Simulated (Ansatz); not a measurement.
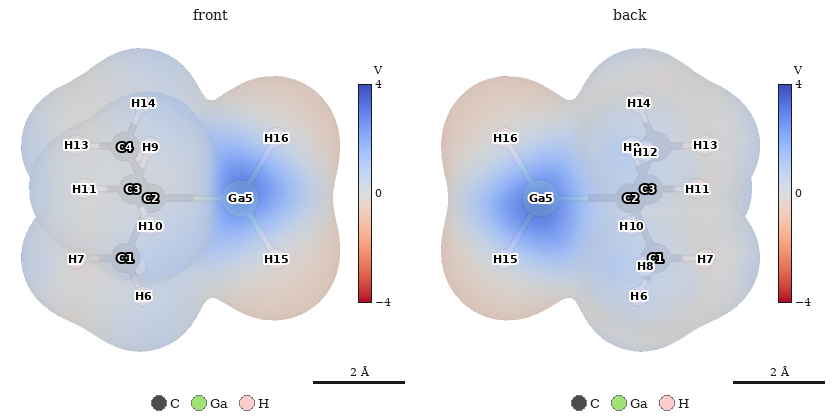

The picture shows: C4H11Ga (SMILES C[C](C)(C)[GaH2]). The electrostatic potential painted on the density surface at 0.002 e/bohr³, seen from the front and from behind; the colour scale runs from red (negative) to blue (positive).

Geometry: PBE0-D4/def2-TZVP.

The calculation used RKS PBE0-D4/def2-TZVPP in Ansatz.

```xyz
16

C    -0.0295    1.0605   -1.1264
C    -0.0239   -0.0030   -0.0353
C     1.3976   -0.1701    0.5043
C    -0.5116   -1.3328   -0.5969
Ga   -1.1264    0.5655    1.5298
H     0.3133    2.0304   -0.7555
H     0.6376    0.7679   -1.9494
H    -1.0257    1.2045   -1.5555
H     1.4592   -0.9343    1.2862
H     1.8015    0.7635    0.9100
H     2.0731   -0.4853   -0.3038
H    -1.5219   -1.2589   -1.0107
H     0.1469   -1.6694   -1.4101
H    -0.5229   -2.1195    0.1627
H    -1.2706    2.0954    1.8866
H    -1.7968   -0.5143    2.4640
```

Where is the surface potential most negative and most positive?

Answer. The most negative region (about −0.5 V) lies over H15 and H16, the most positive (about +3.0 V) over Ga5.
